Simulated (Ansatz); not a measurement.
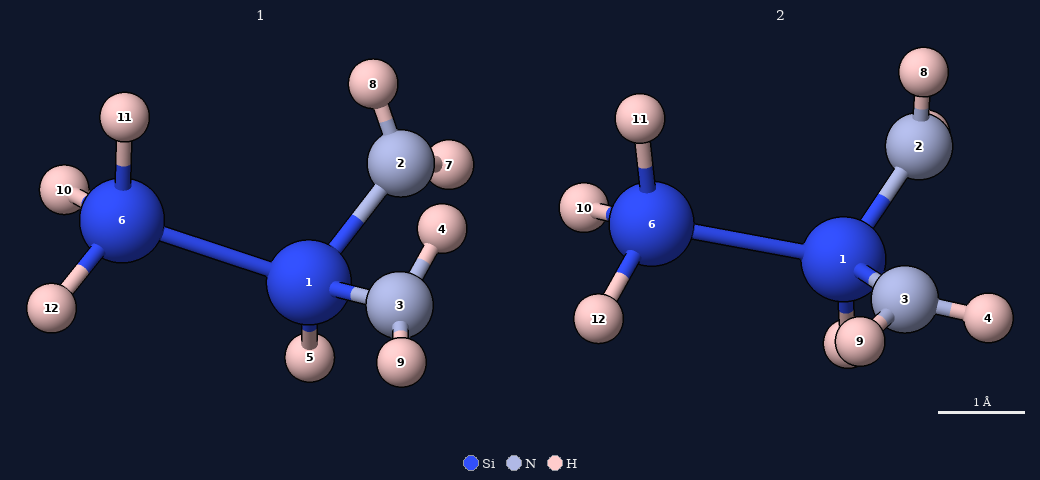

Two geometries of Si$_{2}$N$_{2}$H$_{8}$ (started from a transition state, displaced along its imaginary mode), drawn at one scale. One is the start of a relaxation, the other its converged end. The picture is a ball-and-stick view, seen from a free direction.

Theory: Ansatz 0.2.0, RKS PBE0-D4/def2-TZVP. Set-up: force threshold 0.005 eV/Å; at most 200 steps.

Q: Which of the two is the end point?

A: Structure 2 is the relaxed one. H4 moves most after the best rigid fit: 1.25 Å. Largest moves by element: H 1.25 Å, N 0.41 Å, Si 0.33 Å. Near-neighbour distances that change, for instance: N2–H4 1.497 → 3.058 Å, Si1–H4 1.888 → 2.391 Å, N3–H4 1.117 → 1.008 Å, Si1–N2 1.803 → 1.717 Å. Among the angles between lasting bonds that change: Si1–N3–H4 82.2° → 120.6°, H4–N3–H9 144.4° → 111.9°, N2–Si1–N3 83.7° → 107.8°. Groups turn about Si1–N2 by about 40°. The energy falls by 155.5 kJ/mol in 16 geometry steps. The largest force component goes from 2.1 to 0.002 eV/Å.
